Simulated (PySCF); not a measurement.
C₄H₂F₃N₃ (SMILES FC(F)(F)c1ccnnn1)

```tsv
atom	x (Å)	y (Å)	z (Å)
F	-2.0681	-0.1184	-1.5886
C	-1.7998	0.1151	-0.2946
F	-2.2842	-0.9352	0.3895
F	-2.4988	1.1824	0.0743
C	-0.3099	0.2691	-0.0694
C	0.5025	-0.8329	0.1713
C	1.8455	-0.5146	0.3499
N	2.2676	0.7388	0.2734
N	1.4446	1.6971	0.0279
N	0.1844	1.4991	-0.1393
H	0.1191	-1.8394	0.2218
H	2.5982	-1.2618	0.5577
```

Geometry: GFN2-xTB.

Method: PySCF 2.14.0, PBE0/pcSseg-1, SCF density, gas phase, non-relativistic.

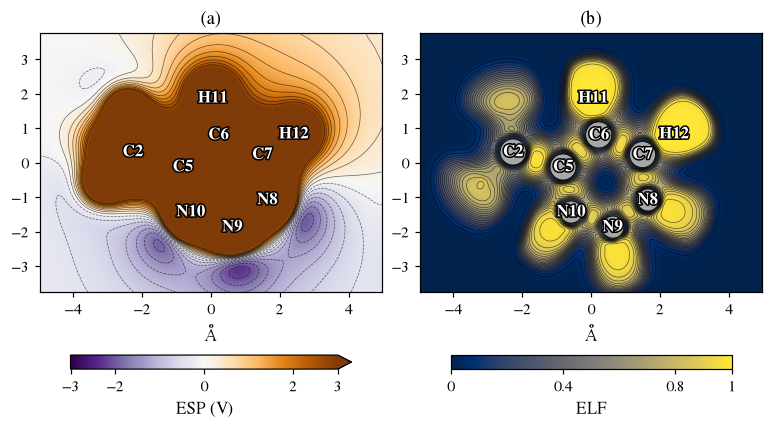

Figure 1. (a) molecular electrostatic potential; (b) electron localisation function on the plane of atoms N8, N9 and N10. Grey discs cover the atomic cores in the ELF map.

Describe what can be read from this map.

Answer. The plane passes through C, N and H nuclei.
N–N (1.29 Å): the ELF peaks at about 0.90 between the atoms, as expected for a covalent bond.
C–N (1.32 Å): the ELF peaks at about 0.90 between the atoms (a covalent bond).
C–C (1.39 Å): the ELF peaks at about 0.95 between the atoms: a covalent bond.
C–H (1.08 Å): the ELF climbs to about 1 towards the hydrogen, as it does in any bond to H; an ordinary covalent bond to hydrogen.
C–C (1.51 Å): the ELF peaks at about 1 between the atoms; localised, covalent bonding.
The ELF also peaks beside N9, N10, N8, F4 and F3, away from the bonds: lone-pair regions.
Outside the dense part of the molecule the potential is most negative (−2.3 V) near N9.

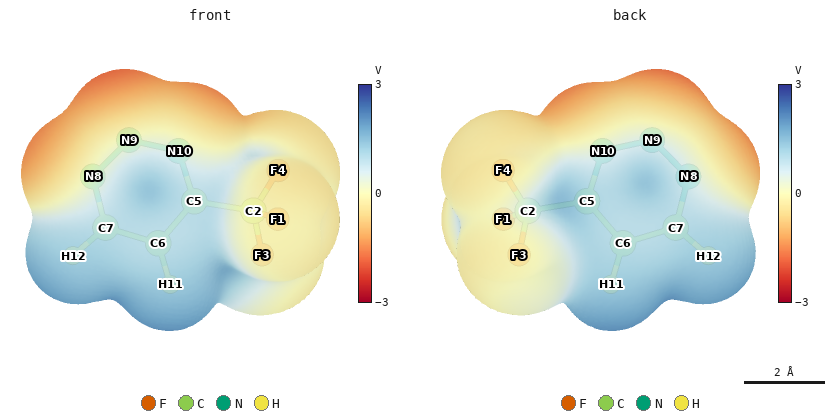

Figure 2. The molecular electrostatic potential painted on the density surface at 0.002 e/bohr³, seen from the front and from behind; red is negative and blue positive.

Describe the electrostatic potential map.

Answer. The most negative region (about −1.7 V) lies over N9, the most positive (about +2.0 V) over C6, C7 and H11. N9 is the likeliest acceptor of a hydrogen bond.
